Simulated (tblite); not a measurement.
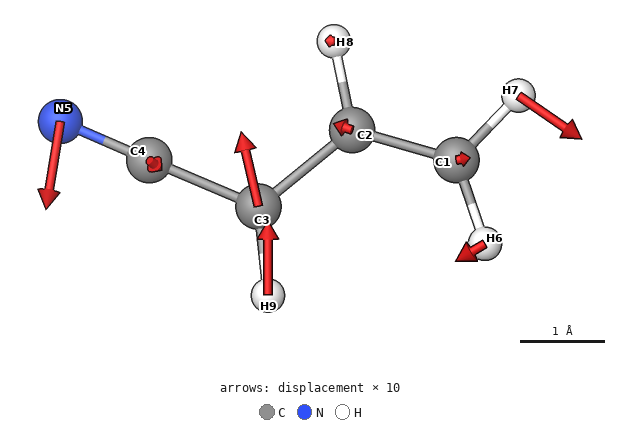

This is a relaxation of C4H4N (charge −1). The starting structure is drawn; red arrows show the displacements, 10 times their true length. The two geometries are superimposed by the best rigid fit.

The picture is a ball-and-stick view, seen face on.

Computed with GFN2-xTB geometry optimisation, gas phase in tblite 0.8.0. 

Question: What did the optimiser do to the structure, and how much energy did it gain?

Answer: N5 moves most after the best rigid fit: 0.11 Å. By element the largest moves are N 0.11 Å, H 0.09 Å, C 0.09 Å. Near-neighbour distances that change, for instance: C3–C4 1.434 → 1.363 Å, C2–C3 1.456 → 1.403 Å, C1–C2 1.312 → 1.355 Å, C2–H8 1.102 → 1.091 Å. Among the angles between lasting bonds that change: C2–C3–C4 117.5° → 123.4°, C2–C1–H7 117.4° → 122.0°, C2–C3–H9 123.0° → 119.4°. Over 32 geometry steps the energy falls by 0.275 eV. Cost: 0.38 s on 1 thread of Intel(R) Xeon(R) Processor @ 2.50GHz, with other jobs on the host.
